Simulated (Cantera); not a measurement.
Charge: 1 mol Al2O3, 0.55 mol H2, equilibrated at 13.3 mbar.

Equilibrium computed with Cantera from the NASA thermochemical tables; the gas is ideal and each condensed phase is pure. Candidate condensed phases: Al, Al2O3, H2O; 19 gas species. The tables' values for AlOH are old estimates; treat these amounts as uncertain. Kinetics and transport are ignored.

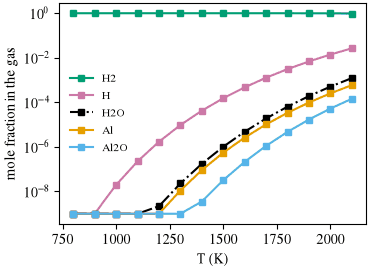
*Equilibrium gas composition (values under 1e-9 drawn at 1e-9)*

Problem. Read off the mole fractions at 1800 K.

Solution. H2 about 1.00, H about 0.0031, H2O about 6.4e-5, Al about 3.4e-5, Al2O about 4.7e-6.
